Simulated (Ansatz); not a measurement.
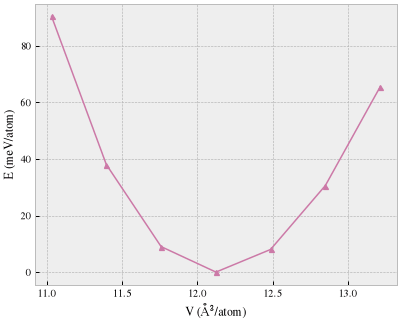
Figure. ZrN (rock salt, Fm-3m) under volume change, the program Ansatz at the PBE level (PAW), scaled uniformly.

### Question
What does a third-order Birch–Murnaghan fit give for V₀, B₀ and B′?

### Answer
V₀ = 12.12 Å³/atom, B₀ = 249 GPa, B′ = 4.3.

The PBE relaxation kept the symmetry of its start; of distortions, only those at the zone centre were tested. No spin polarisation was allowed.

Potentials: the later of the program's two PAW sets.
